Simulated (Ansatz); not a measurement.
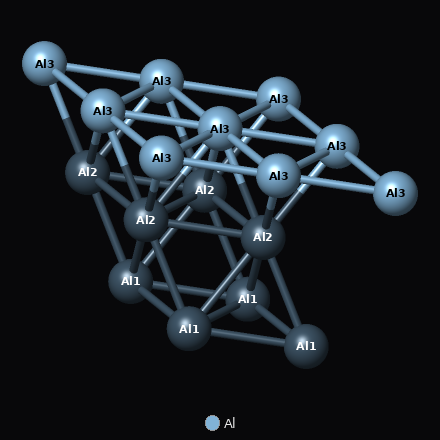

The system is O on an Al(111) slab cut from the Fm-3m phase, its upper half relaxed before the scan (3 atoms of substrate and one adsorbate in a 1 × 1 cell); the picture shows it without the atoms that are moved over the map. 
- O is moved over the surface cell; relaxed at each place: the height of the adsorbate's atoms; substrate rigid; the origin of the map has the adsorbate above Al3.
- Places are given modulo a cell vector. The map is drawn in real space over the plane of the surface.
- The grid has 6 × 6 points; 10 points were computed and 26 follow by symmetry.
- Energies: eV, counted from the lowest grid point.
- With one adsorbate in each 1 × 1 cell, its nearest image is 2.8 Å away, so neighbouring adsorbates interact.
- The calculation used DFT LDA, scalar-relativistic, plane waves, PAW (Ansatz). Settings: cutoff 420 eV, k-mesh 12×12×1, gaussian smearing 0.1 eV, no spin polarisation.

Range: position of O4 along the first surface vector from 0.000 to 0.833; position of O4 along the second surface vector from 0.000 to 0.833.

What landscape does the calculation give?

Answer. The lowest grid point is at a threefold hollow over a third-layer Al atom, (4/6, 2/6) of the cell vectors. A higher local minimum lies near a threefold hollow over a second-layer Al atom, (2/6, 4/6) of the cell vectors (0.23 eV above the lowest at that grid point). The highest grid point, the top site over a surface Al atom, (0/6, 0/6) of the cell vectors, lies 4.88 eV above the lowest. On the interpolated surface the easiest way out of the lowest well to the well at a threefold hollow over a second-layer Al atom, (2/6, 4/6) of the cell vectors passes a barrier of about 1.2 eV. At the lowest point the adsorbate has 3 Al at 1.78 Å as nearest neighbours, at the highest 1 Al at 1.66 Å. Its relaxed height above the top atom is 0.71 Å at the lowest and 1.66 Å at the highest point.

```tsv
second ↓, first →	0/6	1/6	2/6	3/6	4/6	5/6
5/6	4.61	3.89	1.62	1.62	3.89	4.61
4/6	3.35	1.62	0.23	1.62	3.35	3.84
3/6	1.20	1.62	1.62	1.20	1.51	1.51
2/6	3.35	3.89	3.35	1.51	0.00	1.51
1/6	4.61	4.61	3.84	1.51	1.51	3.84
0/6	4.88	4.61	3.35	1.20	3.35	4.61
```

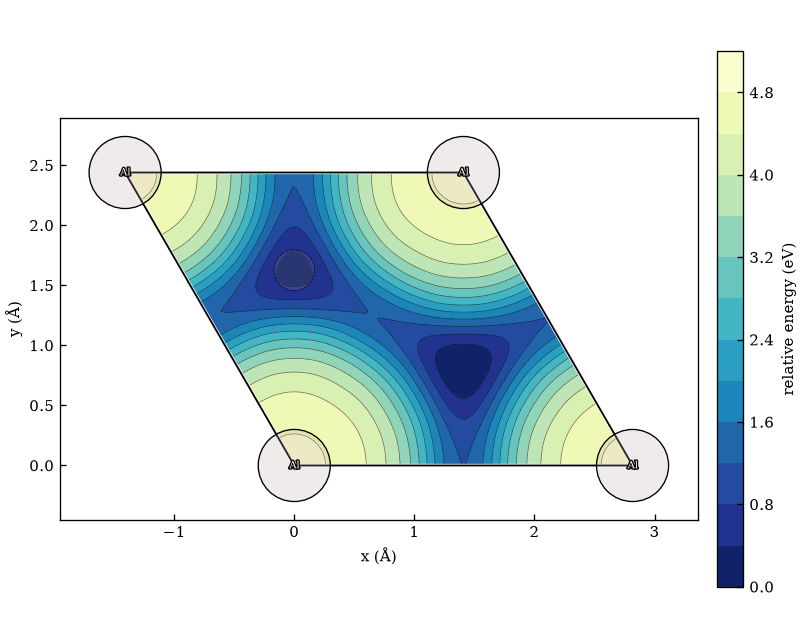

Drawn: filled contours, labelled circles for the atoms of the top layer and small ones for the second layer, the outline of one cell of the plane. Between grid points the surface is interpolated.

Each point was launched as `ansatz run input.yaml --threads 1 --pin off --max-ram 3072MiB --backend cpu --events-out ev --progress --plain --runs-dir out`. The whole map (10 points run) took 3 min on 1 thread of Intel(R) Xeon(R) 6975P-C (Granite Rapids), on a shared host.
